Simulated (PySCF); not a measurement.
Si(H)2(Me)(OtBu), SMILES C[SiH2]OC(C)(C)C (C5H14OSi) at its GFN2-xTB optimised geometry (Å):

```
21

Si    -2.0961    -0.7699     0.0000
C     -2.5174    -1.6735    -1.6046
O     -0.4829    -0.7699     0.0000
C      0.4900    -0.2679     0.8862
C      1.8503    -0.6261     0.2790
C      0.3353    -0.9240     2.2588
C      0.3503     1.2500     1.0091
H     -2.6573     0.5897     0.0000
H     -2.6569    -1.4751     1.1626
H     -2.1195    -2.6831    -1.6148
H     -3.5940    -1.7404    -1.7178
H     -2.1242    -1.1558    -2.4737
H      1.9335    -1.7048     0.1737
H      1.9434    -0.1765    -0.7062
H      2.6573    -0.2673     0.9115
H     -0.6189    -0.6444     2.6978
H      1.1372    -0.6085     2.9207
H      0.3649    -2.0056     2.1554
H     -0.6049     1.4984     1.4642
H      1.1516     1.6548     1.6212
H      0.3924     1.7048     0.0227
```

Level of theory: PBE0/def2-SVP (PySCF 2.14.0). Cells within 0.4 Å of a nucleus heavier than hydrogen are left out (blank, or x).

Map of the deformation density (molecule minus spherical neutral atoms) (e/bohr³) on the plane z = 0.0 Å:

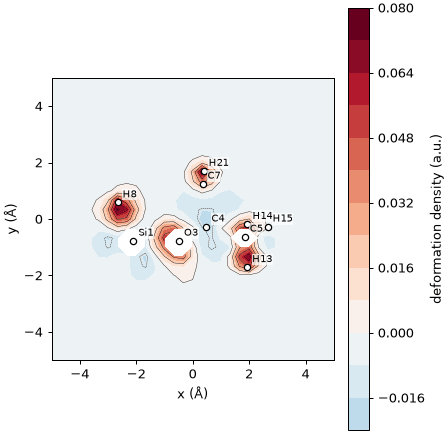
Deformation density (molecule minus spherical neutral atoms) (e/bohr³) on the plane z = 0.0 Å.
